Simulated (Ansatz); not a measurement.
# Relaxing h-BP hexagonal flake, H-capped, Sb on P sites (60 atoms), part 2 of 3

Wanted: the relaxed structure of h-BP hexagonal flake, H-capped, Sb on P sites (60 atoms) and its electronic structure.

Ansatz 0.2.0; Kohn-Sham DFT, PBE, PAW (set soft_2), plane waves.

The cell: 15 P, 21 B, 6 Sb and 18 H. The levels lack spin–orbit coupling.

So far. Step 2 (Single point at the start): The r.m.s. force component of 2.2 eV/Å sets the starting point.

## 3. Relaxation

The atoms are relaxed in the fixed cell, aiming at the force tolerance of the input.

input.yaml

```yaml
crystal:
  lattice:
    - [27.43635, 0.0, 0.0]
    - [0.0, 25.29951, 0.0]
    - [0.0, 0.0, 10.0]
  atoms:
    [... the 60 atom lines of step 2 ...]
magnetization:
  spin_polarized: true
kpoints:
  mp_grid: { grid: [1, 1, 1] }
hamiltonian:
  xc: pbe
scf:
  occupations: { method: fermi_dirac, width: 0.05 }
  lower_state_search: "off"
output:
  forces: true
relax:
  f_tol: 0.05
  max_steps: 76
```

On the command line:

```console
$ ansatz run input.yaml --threads 4 --pin off --max-ram 8192MiB --backend cpu --events-out ev --progress --plain --runs-dir out
```

Numbers of over 12 decimals in the logs are rounded to 6 here.

What it wrote:

```text
[...]
Crystal: 60 atoms, lattice volume = 6941.262 Å³
Basis set: ecut = 420 eV, 135723 PW (Γ), exchange–correlation on 384×360×144 points (8 copies of the dense FFT grid, shifted against one another)
Bands: 184, of which v1, the nominal top of the filled ones, is band 123 counted from 1 (122 counted from 0)
Symmetry: 1 space group operations
[...]
k-points: 1
[...]
Starting moments: Σ|m| = 1.2 μB on 2 of 60 sites
[...]
SCF iter   1: F=—  HF=-53807.360597 eV  |F-HF|=—  |Δ(HF+E_count)|=         —  Δρ=1.69e-2 (↑1.69e-2 ↓1.69e-2)  dr2=1.11e2  dr2_m=5.53e-1  M=0.000 μB ∫|m|=0.114 μB  β_m=0.30  ethr=3.10e-3  ⟨swp⟩=7.0  Hψ=1890  notcnv=0  defer=72
[...]
SCF iter  14: F=-53772.608359 eV  HF=-53772.608359 eV  |F-HF|=5.61e-8  |Δ(HF+E_count)|=   3.74e-7  Δρ=9.97e-7 (↑9.32e-7 ↓9.97e-7)  dr2=6.63e-8  dr2_m=5.61e-8  M=-0.000 μB ∫|m|=0.002 μB  ethr=2.70e-10  ⟨swp⟩=1.0  Hψ=840  notcnv=0
[...]
SCF 1 converged in 14 iterations: F = -53772.608359 eV  dr2 = 6.63e-8
[...]
relax step   1: F+E_penalty+E_count = -53772.60835929 eV  Δ(F+E_penalty+E_count) = +0.000e0 eV  max|allowed force component| = 1.055e1 eV/Å  Δτ_max = 0.0000 Å  (14 SCF iters, dr2 threshold 6.25e-5 eV, accepted)
[... from here on, the SCF cycles and remarks between the steps are left out ...]
relax step   2: F+E_penalty+E_count = -53782.53364467 eV  Δ(F+E_penalty+E_count) = -9.925e0 eV  max|allowed force component| = 4.099e0 eV/Å  Δτ_max = 0.1947 Å  (9 SCF iters, dr2 threshold 1.00e-4 eV, accepted)
relax step   3: F+E_penalty+E_count = -53786.81236355 eV  Δ(F+E_penalty+E_count) = -4.279e0 eV  max|allowed force component| = 1.130e0 eV/Å  Δτ_max = 0.1952 Å  (9 SCF iters, dr2 threshold 1.00e-4 eV, accepted)
relax step   4: F+E_penalty+E_count = -53788.34490361 eV  Δ(F+E_penalty+E_count) = -1.533e0 eV  max|allowed force component| = 5.236e-1 eV/Å  Δτ_max = 0.1946 Å  (9 SCF iters, dr2 threshold 9.69e-5 eV, accepted)
relax step   5: F+E_penalty+E_count = -53789.19169491 eV  Δ(F+E_penalty+E_count) = -8.468e-1 eV  max|allowed force component| = 2.306e-1 eV/Å  Δτ_max = 0.1977 Å  (10 SCF iters, dr2 threshold 2.08e-5 eV, accepted)
relax step   6: F+E_penalty+E_count = -53789.53169503 eV  Δ(F+E_penalty+E_count) = -3.400e-1 eV  max|allowed force component| = 2.934e-1 eV/Å  Δτ_max = 0.1948 Å  (11 SCF iters, dr2 threshold 1.03e-5 eV, accepted)
relax step   7: F+E_penalty+E_count = -53789.65414380 eV  Δ(F+E_penalty+E_count) = -1.224e-1 eV  max|allowed force component| = 4.004e-1 eV/Å  Δτ_max = 0.2000 Å  (10 SCF iters, dr2 threshold 1.67e-5 eV, accepted)
relax step   8: F+E_penalty+E_count = -53789.73828056 eV  Δ(F+E_penalty+E_count) = -8.414e-2 eV  max|allowed force component| = 4.459e-1 eV/Å  Δτ_max = 0.1909 Å  (9 SCF iters, dr2 threshold 1.00e-4 eV, accepted)
relax step   9: F+E_penalty+E_count = -53789.81641668 eV  Δ(F+E_penalty+E_count) = -7.814e-2 eV  max|allowed force component| = 3.479e-1 eV/Å  Δτ_max = 0.2000 Å  (9 SCF iters, dr2 threshold 1.00e-4 eV, accepted)
relax step  10: F+E_penalty+E_count = -53789.85877514 eV  Δ(F+E_penalty+E_count) = -4.236e-2 eV  max|allowed force component| = 6.105e-1 eV/Å  Δτ_max = 0.1979 Å  (9 SCF iters, dr2 threshold 7.37e-5 eV, accepted)
relax step  11: F+E_penalty+E_count = -53789.95127671 eV  Δ(F+E_penalty+E_count) = -9.250e-2 eV  max|allowed force component| = 3.866e-1 eV/Å  Δτ_max = 0.2000 Å  (7 SCF iters, dr2 threshold 1.00e-4 eV, accepted)
relax step  12: F+E_penalty+E_count = -53790.01727369 eV  Δ(F+E_penalty+E_count) = -6.600e-2 eV  max|allowed force component| = 1.086e-1 eV/Å  Δτ_max = 0.1951 Å  (8 SCF iters, dr2 threshold 5.99e-5 eV, accepted)
relax step  13: F+E_penalty+E_count = -53790.07798523 eV  Δ(F+E_penalty+E_count) = -6.071e-2 eV  max|allowed force component| = 1.571e-1 eV/Å  Δτ_max = 0.2000 Å  (13 SCF iters, accepted)
relax step  14: F+E_penalty+E_count = -53790.10873968 eV  Δ(F+E_penalty+E_count) = -3.075e-2 eV  max|allowed force component| = 2.476e-1 eV/Å  Δτ_max = 0.1967 Å  (13 SCF iters, accepted)
relax step  15: F+E_penalty+E_count = -53790.11184588 eV  Δ(F+E_penalty+E_count) = -3.106e-3 eV  max|allowed force component| = 2.574e-1 eV/Å  Δτ_max = 0.1945 Å  (8 SCF iters, dr2 threshold 6.13e-5 eV, accepted)
relax step  16: F+E_penalty+E_count = -53790.14929389 eV  Δ(F+E_penalty+E_count) = -3.745e-2 eV  max|allowed force component| = 1.999e-1 eV/Å  Δτ_max = 0.2000 Å  (8 SCF iters, dr2 threshold 6.63e-5 eV, accepted)
relax step  17: F+E_penalty+E_count = -53790.16426026 eV  Δ(F+E_penalty+E_count) = -1.497e-2 eV  max|allowed force component| = 1.105e-1 eV/Å  Δτ_max = 0.1517 Å  (7 SCF iters, dr2 threshold 2.41e-5 eV, accepted)
relax step  18: F+E_penalty+E_count = -53790.17053896 eV  Δ(F+E_penalty+E_count) = -6.279e-3 eV  max|allowed force component| = 1.102e-1 eV/Å  Δτ_max = 0.0776 Å  (8 SCF iters, dr2 threshold 3.73e-6 eV, accepted)
relax step  19: F+E_penalty+E_count = -53790.17376476 eV  Δ(F+E_penalty+E_count) = -3.226e-3 eV  max|allowed force component| = 1.729e-1 eV/Å  Δτ_max = 0.1168 Å  (8 SCF iters, dr2 threshold 3.71e-6 eV, accepted)
relax step  20: F+E_penalty+E_count = -53790.17602747 eV  Δ(F+E_penalty+E_count) = -2.263e-3 eV  max|allowed force component| = 1.003e-1 eV/Å  Δτ_max = 0.0320 Å  (6 SCF iters, dr2 threshold 2.97e-5 eV, accepted)
relax step  21: F+E_penalty+E_count = -53790.17846509 eV  Δ(F+E_penalty+E_count) = -2.438e-3 eV  max|allowed force component| = 1.141e-2 eV/Å  Δτ_max = 0.0402 Å  (6 SCF iters, dr2 threshold 3.38e-6 eV, accepted)
relax step  22: F+E_penalty+E_count = -53790.17846601 eV  Δ(F+E_penalty+E_count) = -9.181e-7 eV  max|allowed force component| = 1.143e-2 eV/Å  Δτ_max = 0.0000 Å  (5 SCF iters, accepted)
SCF converged after 5 iterations
Magnetization: -0.0000 μB (123.0000 up, 123.0000 down)
Absolute magnetization: 0.0000 μB (∫|ρ↑−ρ↓|, with the PAW one-centre terms)
[...]
Per-site moments (μB) at R_I (Å): [(-7.041490365647621e-9, 0.582674), (3.431512927345826e-9, 0.492769), (-3.017432729690384e-9, 0.581894), (4.9843890606380886e-8, 0.494321), (-5.669200743631304e-9, 0.707059), [...]
Free energy (F): -53790.178466 eV
[...]
Internal energy: -53790.178465 eV  (E = F + TS)
E sigma→0 (E₀):  -53790.178465 eV
Entropy (-TS):   -0.000001 eV (-0.000 meV/atom)
Fermi energy:    -3.264481 eV
[...]
--- Forces (eV/Å), atoms counted from 1 ---
  atom   1  P      0.00594347    -0.00093665     0.00455220
  atom   2  B     -0.00691744     0.00126415    -0.00359472
  atom   3  P      0.00022336    -0.00290513    -0.00024690
  atom   4  B      0.01142491     0.00208296     0.00248182
  atom   5  Sb    -0.00280505    -0.00403045     0.00138655
  atom   6  B     -0.00032468     0.00521225     0.00145276
  atom   7  Sb    -0.00694445    -0.00324419     0.00039523
  atom   8  B     -0.00265421    -0.00320341    -0.00444084
  atom   9  Sb     0.00336792    -0.00052627     0.00088379
  atom  10  B     -0.00250857    -0.00466386     0.00264593
  atom  11  P      0.00195116     0.00005854     0.00031464
  atom  12  B      0.00709963     0.00220778    -0.00152519
  atom  13  P     -0.00415067     0.00144868     0.00098391
  atom  14  B     -0.00031310     0.00286388     0.00408725
[...]
atom  59  H      0.00137558     0.00060117    -0.00110614
  atom  60  H      0.00178036    -0.00040054    -0.00134760
  max |Σ_I F_I| component: 3.60e-5 eV/Å
--- Relaxed structure (22 steps of the walk, 22 accepted, 0 SCFs on fresh bases) ---
  F+E_penalty+E_count = -53790.17846601 eV   max|allowed force component| = 1.143e-2 eV/Å
  atoms:
    - { symbol: P, position: [0.251774, 0.445665, 0.473217] }
    - { symbol: B, position: [0.219370, 0.509114, 0.466437] }
    - { symbol: P, position: [0.258979, 0.566768, 0.442984] }
    - { symbol: B, position: [0.313853, 0.298287, 0.507053] }
[...]
- { symbol: H, position: [0.819172, 0.496021, 0.523377] }
```

Wall time 18 min (4 threads of Arm Neoverse V2, shared host); peak memory 6.2 GiB.

Relaxation path:

| step | energy less that of the first step (eV) | largest force component (eV/Å) |
| --- | --- | --- |
| 1 | 0.0000 | 10.5500 |
| 2 | -9.9253 | 4.0988 |
| 3 | -14.2040 | 1.1296 |
| 4 | -15.7365 | 0.5236 |
| 5 | -16.5833 | 0.2306 |
| 6 | -16.9233 | 0.2934 |
| 7 | -17.0458 | 0.4004 |
| 8 | -17.1299 | 0.4459 |
| 9 | -17.2081 | 0.3479 |
| 10 | -17.2504 | 0.6105 |
| 11 | -17.3429 | 0.3866 |
| 12 | -17.4089 | 0.1086 |
| 13 | -17.4696 | 0.1571 |
| 14 | -17.5004 | 0.2476 |
| 15 | -17.5035 | 0.2574 |
| 16 | -17.5409 | 0.1999 |
| 17 | -17.5559 | 0.1105 |
| 18 | -17.5622 | 0.1102 |
| 19 | -17.5654 | 0.1729 |
| 20 | -17.5677 | 0.1003 |
| 21 | -17.5701 | 0.0114 |
| 22 | -17.5701 | 0.0114 |

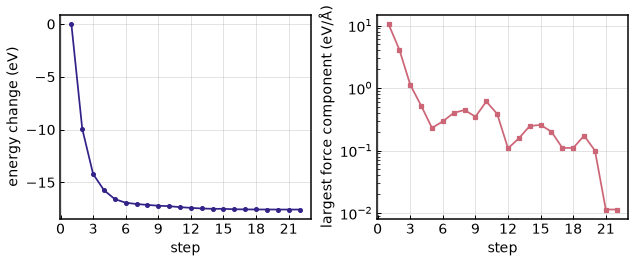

Energy and largest force along the relaxation.

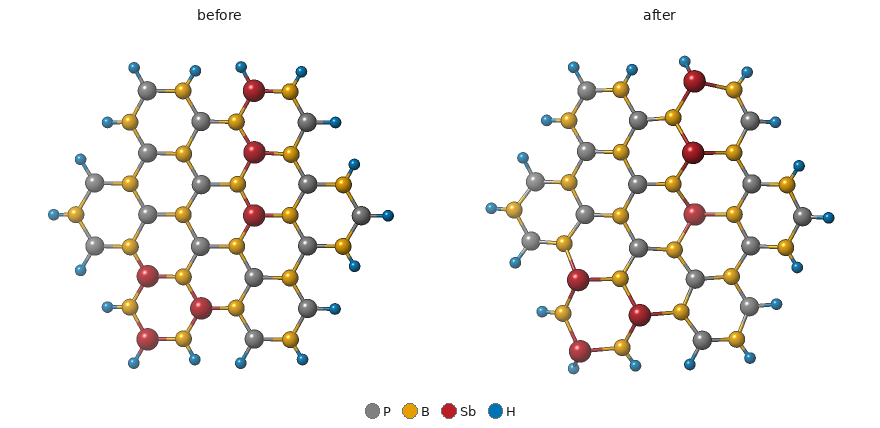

The structure before and after the relaxation, drawn at the same scale.

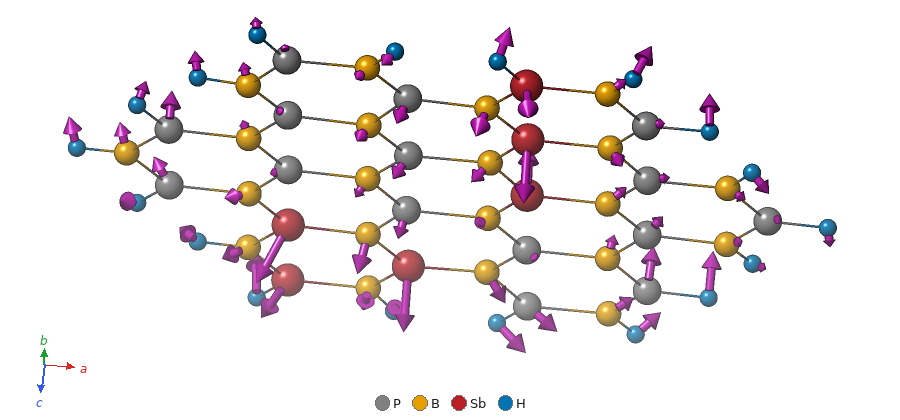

Displacements in the relaxation, exaggerated; the longest in the cell stands for 1.10 Å.

The atoms that moved most (Å):

| atom | dx | dy | dz | length |
| --- | --- | --- | --- | --- |
| Sb35 | 0.057 | 0.008 | 1.099 | 1.101 |
| Sb9 | -0.391 | -0.171 | 0.965 | 1.055 |
| Sb7 | 0.037 | -0.324 | 0.986 | 1.039 |
| H47 | -0.120 | -0.307 | -0.954 | 1.009 |
| Sb38 | 0.116 | 0.512 | 0.737 | 0.905 |
| Sb5 | -0.348 | -0.611 | 0.385 | 0.802 |
| H54 | -0.009 | 0.225 | -0.750 | 0.783 |
| Sb31 | -0.058 | 0.030 | -0.754 | 0.757 |

The relaxation changed the energy by -293 meV/atom, and atoms moved by 0.51 Å r.m.s., 1.1 Å at most.

## 4. Local order after relaxation

Bonds before and after, by the cutoffs listed below:

| pair | bonds before | bonds after | mean before (Å) | mean after (Å) | spread before (Å) | spread after (Å) |
| --- | --- | --- | --- | --- | --- | --- |
| B-H | 9 | 9 | 1.194 | 1.196 | 0.022 | 0.002 |
| B-P | 38 | 38 | 1.856 | 1.854 | 0.031 | 0.021 |
| B-Sb | 16 | 16 | 1.855 | 2.187 | 0.033 | 0.015 |
| H-P | 7 | 7 | 1.428 | 1.412 | 0.034 | 0.002 |
| H-Sb | 2 | 2 | 1.416 | 1.715 | 0.016 | 0.001 |

Normalised to the volume that the atoms fill. Pair distribution functions g(r), in bins of 0.2 Å:

| r (Å) | total | B-B | B-H | B-P | B-Sb | H-H | H-P |
| --- | --- | --- | --- | --- | --- | --- | --- |
| 1.10 | 2.07 | 0.00 | 9.85 | 0.00 | 0.00 | 0.00 | 0.00 |
| 1.30 | 0.00 | 0.00 | 0.00 | 0.00 | 0.00 | 0.00 | 0.00 |
| 1.50 | 1.09 | 0.00 | 0.00 | 0.00 | 0.00 | 0.00 | 7.30 |
| 1.70 | 0.21 | 0.00 | 0.00 | 0.00 | 0.00 | 0.00 | 0.00 |
| 1.90 | 3.51 | 0.00 | 0.00 | 20.04 | 0.00 | 0.00 | 0.00 |
| 2.10 | 0.88 | 0.00 | 0.00 | 0.00 | 12.45 | 0.00 | 0.00 |
| 2.30 | 0.31 | 0.00 | 0.00 | 0.00 | 2.75 | 1.28 | 0.00 |
| 2.50 | 0.00 | 0.00 | 0.00 | 0.00 | 0.00 | 0.00 | 0.00 |
| 2.70 | 1.25 | 0.00 | 2.79 | 0.00 | 0.00 | 0.92 | 3.88 |
| 2.90 | 0.29 | 0.00 | 0.00 | 0.00 | 0.00 | 1.21 | 0.00 |
| 3.10 | 0.98 | 1.55 | 0.96 | 0.00 | 0.00 | 2.92 | 0.00 |
| 3.30 | 1.34 | 6.17 | 0.27 | 0.00 | 0.00 | 0.33 | 0.77 |
| 3.50 | 0.91 | 1.67 | 0.38 | 0.28 | 0.00 | 0.60 | 0.36 |
| 3.70 | 0.86 | 1.19 | 0.55 | 2.24 | 0.32 | 0.00 | 0.16 |
| 3.90 | 0.35 | 0.00 | 0.00 | 1.18 | 1.48 | 0.00 | 0.28 |
| 4.10 | 0.10 | 0.00 | 0.00 | 0.22 | 0.84 | 0.00 | 0.00 |
| 4.30 | 0.41 | 0.00 | 1.06 | 0.10 | 1.01 | 0.00 | 0.67 |
| 4.50 | 0.11 | 0.00 | 0.07 | 0.00 | 0.00 | 0.00 | 0.65 |
| 4.70 | 0.09 | 0.00 | 0.28 | 0.00 | 0.00 | 0.00 | 0.10 |
| 4.90 | 0.58 | 0.00 | 0.31 | 2.19 | 0.00 | 0.00 | 0.70 |
| 5.10 | 0.32 | 0.00 | 0.23 | 0.57 | 1.71 | 0.00 | 0.08 |
| 5.30 | 0.37 | 0.00 | 0.27 | 0.85 | 1.14 | 0.50 | 0.23 |
| 5.50 | 0.32 | 0.59 | 0.15 | 0.00 | 0.45 | 0.48 | 0.14 |
| 5.70 | 0.42 | 1.21 | 0.19 | 0.00 | 0.28 | 0.54 | 0.00 |
| 5.90 | 0.29 | 0.90 | 0.26 | 0.00 | 0.00 | 0.30 | 0.31 |
| 6.10 | 0.15 | 0.07 | 0.20 | 0.00 | 0.00 | 0.00 | 0.17 |
| 6.30 | 0.19 | 0.26 | 0.27 | 0.00 | 0.00 | 0.17 | 0.27 |
| 6.50 | 0.26 | 0.61 | 0.21 | 0.09 | 0.00 | 0.00 | 0.30 |

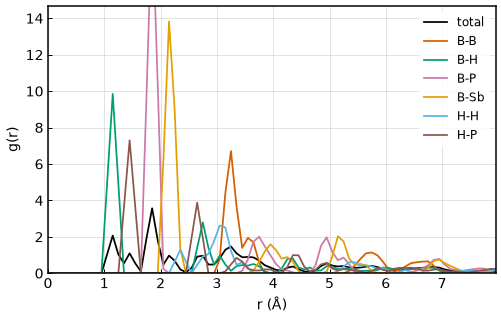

Pair distribution functions, lightly smoothed, with peaks cut at 14.

Bonds by pair of elements; cutoffs follow the first minimum of g(r), held within bounds set by covalent radii, and pairs that aren't listed don't count as bonded (cutoffs were set anew for this text, so counts can differ from the run's own analysis):

| pair A-B | cutoff (Å) | bonds | mean length (Å) | spread (Å) | shortest (Å) | B about A | A about B |
| --- | --- | --- | --- | --- | --- | --- | --- |
| B-H | 1.44 | 9 | 1.20 | 0.002 | 1.19 | 0.429 | 0.5 |
| B-P | 2.27 | 38 | 1.85 | 0.021 | 1.82 | 1.81 | 2.53 |
| B-Sb | 2.62 | 16 | 2.19 | 0.015 | 2.16 | 0.762 | 2.67 |
| H-P | 1.73 | 7 | 1.41 | 0.002 | 1.41 | 0.389 | 0.467 |
| H-Sb | 2.12 | 2 | 1.72 | 0.001 | 1.71 | 0.111 | 0.333 |

How many atoms have how many bonded neighbours:

| element | mean | 1 | 3 |
| --- | --- | --- | --- |
| B | 3 | 0 | 21 |
| H | 1 | 18 | 0 |
| P | 3 | 0 | 15 |
| Sb | 3 | 0 | 6 |

Bond angles, per cent of each kind in bins of 5°:

| angle (°) | B-P-B | P-B-P | P-B-Sb | B-Sb-B | B-P-H |
| --- | --- | --- | --- | --- | --- |
| 100–105 | 0.0 | 0.0 | 0.0 | 14.3 | 0.0 |
| 105–110 | 0.0 | 0.0 | 0.0 | 35.7 | 0.0 |
| 110–115 | 0.0 | 8.7 | 5.9 | 50.0 | 42.9 |
| 115–120 | 45.2 | 52.2 | 41.2 | 0.0 | 57.1 |
| 120–125 | 48.4 | 30.4 | 47.1 | 0.0 | 0.0 |
| 125–130 | 6.5 | 8.7 | 5.9 | 0.0 | 0.0 |

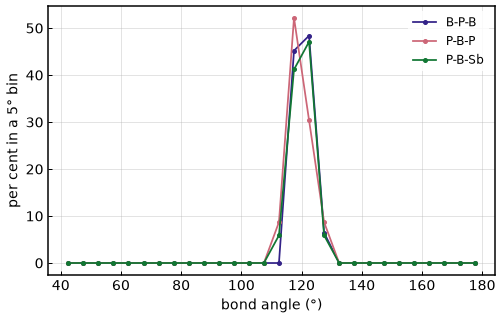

Distributions of the most common bond angles.

Bond angles (no mean is given where the spread exceeds 20°):

| angle | count | mean (°) | spread (°) |
| --- | --- | --- | --- |
| B-P-B | 31 | 121 | 2.5 |
| P-B-P | 23 | 120 | 3.3 |
| P-B-Sb | 17 | 120 | 2.9 |
| B-Sb-B | 14 | 109 | 2.9 |
| B-P-H | 14 | 116 | 1.5 |

With the cutoffs above, all B atoms have 3, all H atoms have 1, all P atoms have 3 and all Sb atoms have 3 bonded neighbours. The B-P-B angle averages 121° with a spread of 2°.

[end of part 2 of 3]

[Logs are printed without paths, hosts, clocks, repeated set-up lines and the standing remarks that a program may print on its own settings, such as how far it seeks lower states.]

[Hosts, paths, dates, database ids (printed as entryN), source tags and the programs' standing remarks are cut or masked in the printed files.]
